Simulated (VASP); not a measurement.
Band structure of LaP (space group Fm-3m). All values below come from PBEsol GGA, VASP's PBE PAW potentials (set 64) (plane waves; VASP 6.6.1).

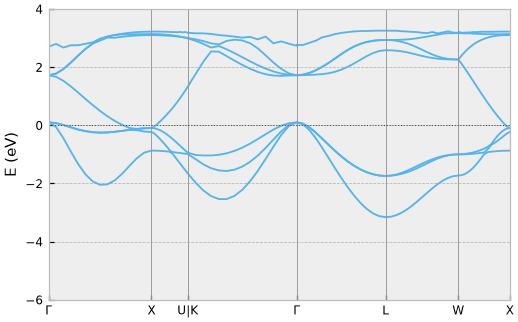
*Bands along high-symmetry lines, zero at the valence-band maximum or, without a gap, the Fermi level*

**Question.** Read the plot: is there a gap, and where are the band edges?

**Answer.** It has no gap at this level: it comes out as a metal or semimetal. (Edges off the drawn lines would not show.)

The structure comes from a measured LaP entry (Fm-3m) of the Crystallography Open Database, whose conditions weren't checked. It was relaxed first.
